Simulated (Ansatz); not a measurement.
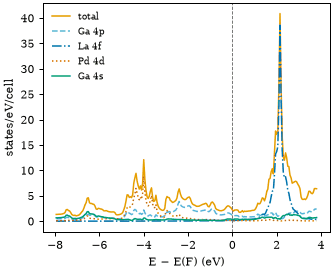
Figure. Total and projected density of states of LaGa6Pd in space group P4/mmm (No. 123; La on 1a, Ga on 4i, Ga on 2h, Pd on 1b), DFT-r²SCAN in the program Ansatz with PAW potentials

**Question.** Which orbitals carry the states next to the Fermi level?

**Answer.** Within 0.5 eV of the Fermi level: Ga 4p 53 %, La 5d 16 %, Ga 4s 15 %, La 4f 7 %, Pd 4d 5 %. Projections are on Löwdin-orthogonalised atomic valence shells; empty p or d shells of many metals are not among them.

**Question.** Where is the tallest occupied peak in this window, and what makes it?

**Answer.** Near -4.0 eV, about 12 states/eV per cell; the largest projected share is Pd 4d.

The workflow started from a Materials Project entry (that database holds measured and hypothetical structures alike); the Crystallography Open Database copy checked does not list it. Whether it is the stable phase at ambient conditions was not checked. Symmetry was held in the r²SCAN relaxation; whether a distortion lowers the energy is not shown. No spin polarisation was allowed. Spin–orbit coupling is left out wherever it is not named.

Potentials: the later of the program's two PAW sets.
